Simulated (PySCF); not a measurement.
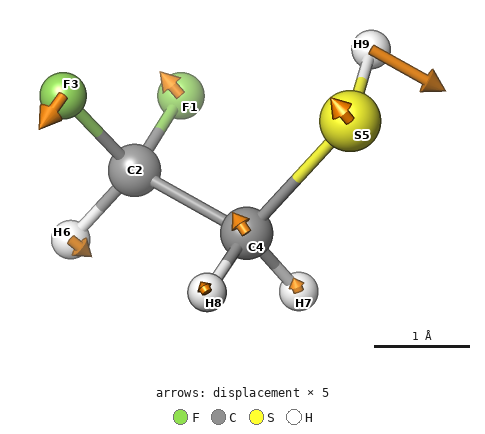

This is a relaxation of CHF2CH2SH. The starting structure is drawn; orange arrows show the displacements, 5 times their true length. The two geometries are superimposed by the best rigid fit.

Style: ball-and-stick. Shown at a tilt.

The start comes from GFN2-xTB. Its atoms were then displaced at random by about 0.01 Å.

Computed with PySCF 2.14.0, density-fitted response routines, PBE0-D3(BJ)/def2-TZVP geometry optimisation, gas phase. 

Question: Which element moves most?

Answer: Hydrogen: up to 0.18 Å, against 0.10 Å for fluorine.

Question: What did the optimiser do to the structure, and how much energy did it gain?

Answer: After 9 geometry steps the energy has fallen by 0.057 eV. The largest move after the best rigid fit is that of H9, 0.18 Å. Largest moves by element: H 0.18 Å, F 0.10 Å, S 0.07 Å, C 0.06 Å. Among the contacts that change: C2–C4 1.551 → 1.508 Å, F1–C2 1.336 → 1.359 Å, S5–H9 1.324 → 1.342 Å, C4–S5 1.794 → 1.803 Å. Bond angles that change, for instance: H7–C4–H8 110.0° → 107.8°. Cost: 3.2 min on 1 thread of Arm Neoverse N1, on a shared host.
